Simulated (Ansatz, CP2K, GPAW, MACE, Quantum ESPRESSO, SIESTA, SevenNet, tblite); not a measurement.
# Random rock-salt alloy of NbC and TiC (64 atoms) in SIESTA, part 2 of 2

Wanted: SIESTA inputs and outputs for random rock-salt alloy of NbC and TiC (64 atoms), checked against a plane-wave reference.

Program: SIESTA 5.4.2; the method stands at each step. Banners, paths, timers and routine set-up lines are dropped from the logs unmarked, and long logs keep their key lines alone; longer cuts are marked. The potentials were converted by us to PSML.

So far. Step 2 (PBE, DZP, shift 0.01 Ry, mesh 500 Ry): Forces lie 20 % from the reference's, at 1.7 times its CPU time. Step 3 (PBE, SZP, shift 0.01 Ry, mesh 500 Ry): Against the first run (20 %), the force difference from the reference is 27 %, at 0.72 times the CPU time, with 704 basis functions against 1024: the smaller basis costs accuracy.

## (4) PBE, SZ, shift 0.01 Ry, mesh 500 Ry

Method: Kohn-Sham DFT, PBE, PseudoDojo 0.4.1 norm-conserving pseudopotentials (converted to PSML), numerical atomic orbitals (SZ), diagonalisation.

Input file input.fdf:

```
SystemLabel cell
NumberOfAtoms 64
NumberOfSpecies 3
%block ChemicalSpeciesLabel
  1 22 Ti
  2 6 C
  3 41 Nb
%endblock ChemicalSpeciesLabel
LatticeConstant 1.0 Ang
%block LatticeVectors
  8.76240 0.00000 0.00000
  0.00000 8.76240 0.00000
  0.00000 0.00000 8.76240
%endblock LatticeVectors
PAO.BasisSize SZ
PAO.EnergyShift 0.01 Ry
XC.Functional GGA
XC.Authors PBE
MeshCutoff 500 Ry
%block kgrid_Monkhorst_Pack
  1 0 0 0.0
  0 1 0 0.0
  0 0 1 0.0
%endblock kgrid_Monkhorst_Pack
SolutionMethod diagon
OccupationFunction FD
ElectronicTemperature 580 K
SCF.Mixer.Method Pulay
SCF.Mixer.Weight 0.05
SCF.Mixer.History 8
SCF.Mix Hamiltonian
MaxSCFIterations 300
SCF.DM.Tolerance 1e-04
SCF.H.Tolerance 1.0e-3 eV
WriteForces T
Write.HirshfeldPop T
Write.VoronoiPop T
Write.DM F
Write.H F
XML.Write F
AtomicCoordinatesFormat Fractional
%block AtomicCoordinatesAndAtomicSpecies
[... 64 atom lines left out: the same atoms as in the first run ...]
%endblock AtomicCoordinatesAndAtomicSpecies
```

Command:

```
> OMP_NUM_THREADS=1 siesta < input.fdf > output.txt
```

The log of the run:

```text
Version         : 5.4.2
reinit: System Name:
reinit: System Label: cell
initatom: Reading input for the pseudopotentials and atomic orbitals ----------
Species number:   1 Atomic number:   22 Label: Ti
Species number:   2 Atomic number:    6 Label: C
Species number:   3 Atomic number:   41 Label: Nb
Ground state valence configuration (from tables):   4s02  4p00  3d02  4f00
Ground state valence configuration (from tables):   2s02  2p02  3d00  4f00
Ground state valence configuration (from tables):   5s01  5p00  4d04  4f00
---- Processing specs for species: Ti
GGA--PBE XC_GGA_X_PBE--XC_GGA_C_PBE pb
Semicore shell(s) with  8 electrons included in the valence for Ti
---- Processing specs for species: C
GGA--PBE XC_GGA_X_PBE--XC_GGA_C_PBE pb
---- Processing specs for species: Nb
[... lines left out ...]
Total number of electrons:   524.000000
[... lines left out ...]
stepf: Fermi-Dirac step function
        iscf     Eharris(eV)        E_KS(eV)     FreeEng(eV)     dDmax    Ef(eV) dHmax(eV)
[... lines left out ...]
SCF Convergence by DM+H criterion
[... lines left out ...]
SCF cycle converged after 23 iterations
[... lines left out ...]
   Max    1.791887
[... lines left out ...]
   Max    1.791887    constrained
Stress tensor Voigt[x,y,z,yz,xz,xy] (kbar):       77.61       78.32       89.86        2.00       -8.79        3.39
[... lines left out ...]
siesta: Etot    =    -57860.736086
siesta: FreeEng =    -57861.142949
siesta: Final energy (eV):
siesta:  Band Struct. =  -13780.360709
siesta:       Kinetic =   22632.712204
siesta:       Hartree =    8860.837569
siesta:         Exch. =  -10158.504645
siesta:         Corr. =    -798.452677
siesta:   Exch.-corr. =  -10956.957321
siesta:  Ion-electron =  -43461.511650
siesta:       Ion-ion =  -34935.816888
siesta:         Total =  -57860.736086
siesta:         Fermi =      -5.134025
siesta: Stress tensor (static) (eV/Ang**3):
siesta:     0.048440    0.002114   -0.005485
siesta:     0.002114    0.048886    0.001247
siesta:    -0.005485    0.001247    0.056088
siesta: Cell volume =        672.774038 Ang**3
siesta: Pressure (static):
siesta:                Solid            Molecule  Units
siesta:          -0.00055696         -0.00086986  Ry/Bohr**3
siesta:          -0.05113788         -0.07986688  eV/Ang**3
siesta:         -81.93190985       -127.96084440  kBar
    Orbital volume contribution        =          23.645578 eV
    (Free)E + p_basis*V_orbitals       =      -57837.497372 eV
    (Free)Eharris+ p_basis*V_orbitals  =      -57837.497411 eV
Hirshfeld Atomic Populations:
Atom #   charge [q] valence [e]  Species
     1     0.216133   11.783867  Ti
     2    -0.319198    4.319198  C
     3     0.512456   12.487544  Nb
     4    -0.333056    4.333056  C
     5     0.226565   11.773435  Ti
     6    -0.352143    4.352143  C
     7     0.255079   11.744921  Ti
[...]
15     0.523947   12.476053  Nb
[...]
17     0.519332   12.480668  Nb
[...]
--------------------
 Total    -0.000055
Voronoi Atomic Populations:
Atom #   charge [q] valence [e]  Species
[...]
45     0.702835   12.297165  Nb
[...]
57     0.699218   12.300782  Nb
[...]
61     0.339597   11.660403  Ti
    62    -0.446199    4.446199  C
    63     0.334671   11.665329  Ti
    64    -0.450636    4.450636  C
--------------------
 Total    -0.000055
```

Wall time 3.3 min (1 thread of Arm Neoverse V1, shared host); peak memory 0.9 GiB.

Compared with the plane-wave run:

| Item | Value |
| --- | --- |
| r.m.s. force component | 0.68 eV/Å |
| r.m.s. difference of force components | 312.9 meV/Å |
| longest difference of force vectors | 1164 meV/Å |
| force difference over r.m.s. force | 60.22 % |
| slope of forces against the reference's | 1.175 |
| correlation of force components | 0.8978 |
| pressure | -8.193 GPa |
| pressure difference | -11.14 GPa |

This is a coarse setting, run to see what it loses.

Against the first run (20 %), the force difference from the reference is 60 %, at 0.25 times the CPU time (on 1 against 2 cores), with 448 basis functions against 1024: the smaller basis costs accuracy.

## (5) Side by side

Differences are against the plane-wave reference, forces as r.m.s. over components; share is that over the reference's r.m.s. force, slope the least-squares factor from reference forces to these. Total energies of different programs have different zeros and aren't compared.

| run | Δ force, r.m.s. (meV/Å) | share (%) | slope | Δ pressure (GPa) | cores | CPU time | memory (GiB) |
| --- | --- | --- | --- | --- | --- | --- | --- |
| reference | - | - | - | - | 2 | 7.6 min | 1.4 |
| SIESTA PBE, DZP, shift 0.01 Ry, mesh 500 Ry | 102 | 19.7 | 1.035 | 0.751 | 2 | 13 min | 2.0 |
| SIESTA PBE, SZP, shift 0.01 Ry, mesh 500 Ry (coarse) | 141 | 27.1 | 1.071 | 0.486 | 2 | 9.3 min | 1.8 |
| SIESTA PBE, SZ, shift 0.01 Ry, mesh 500 Ry (coarse) | 313 | 60.2 | 1.175 | -11.1 | 1 | 3.3 min | 0.9 |

Rows marked coarse were listed beforehand as settings not expected to be converged; some can still land near the reference.

CPU time is summed over cores on a shared host, where runs went side by side, so it is rough. Symmetry, cutoffs, thresholds, outputs and thread counts weren't matched or tuned between programs; memory under MPI is the largest rank's times the ranks.

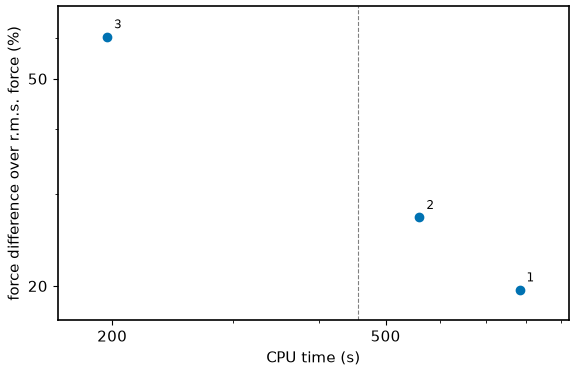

Force difference against CPU time; the dashed line marks the reference's time. Points: 1 SIESTA PBE, DZP, shift 0.01 Ry, mesh 500 Ry; 2 SIESTA PBE, SZP, shift 0.01 Ry, mesh 500 Ry; 3 SIESTA PBE, SZ, shift 0.01 Ry, mesh 500 Ry.

A second geometry, displaced anew (every atom was moved at random, 0.04 Å r.m.s. a Cartesian component), gives an energy difference that all programs can be tested on. The reference puts it at 33.10 meV/atom.

| run | energy less the first geometry's (meV/atom) | error (meV/atom) | force share at the second geometry (%) |
| --- | --- | --- | --- |
| SIESTA PBE, DZP, shift 0.01 Ry, mesh 500 Ry | 31.60 | -1.50 | 12.7 |
| SIESTA PBE, SZP, shift 0.01 Ry, mesh 500 Ry | 33.32 | 0.218 | 17.4 |
| SIESTA PBE, SZ, shift 0.01 Ry, mesh 500 Ry | 34.95 | 1.85 | 37.7 |

## (6) What came out

| Quantity | Value |
| --- | --- |
| nearest in forces | SIESTA PBE, DZP, shift 0.01 Ry, mesh 500 Ry, 20 % |
| its CPU time | 13 min |

In words: The PBE run in local orbitals, coarse settings apart, differs by 20 % (SIESTA PBE, DZP, shift 0.01 Ry, mesh 500 Ry); basis, grid and potentials can all enter. Runs with settings chosen to be coarse differ by 27 % (SIESTA PBE, SZP, shift 0.01 Ry, mesh 500 Ry) to 60 % (SIESTA PBE, SZ, shift 0.01 Ry, mesh 500 Ry), their programs' other errors included. One electronic-structure run takes under half the reference's CPU time: SIESTA PBE, SZ, shift 0.01 Ry, mesh 500 Ry, at 60 % in 3.3 min against 7.6 min, too far off to be of use; its pressure misses by -11.1 GPa. In pressure, SIESTA PBE, SZ, shift 0.01 Ry, mesh 500 Ry misses by -11.1 GPa, at the same functional. The energy difference between the two geometries, 33.1 meV/atom in the reference, is met best by SIESTA PBE, SZP, shift 0.01 Ry, mesh 500 Ry (coarse) (+0.218) and worst by SIESTA PBE, SZ, shift 0.01 Ry, mesh 500 Ry (coarse) (+1.85). The reference's pressure holds the uncorrected Pulay stress of its 45 Ry basis, so small pressure differences, and their order, may be the reference's own error. The host structure and its lattice constant were typed by rule, without a check against the phase diagram. The reference's pressure of 2.9 GPa belongs to a cell and atoms that aren't relaxed at this level. The electronic-structure runs sample only Γ, in a cell whose shortest periodic width is 9 Å.

[Also dropped from logs without a mark: logging warnings of Python, and SIESTA's first energy breakdown and zero terms.]

[Logs are printed without paths, hosts, clocks, repeated set-up lines and the standing remarks that a program may print on its own settings, such as how far it seeks lower states.]

[Hosts, paths, dates, database ids (printed as entryN), source tags and the programs' standing remarks are cut or masked in the printed files.]
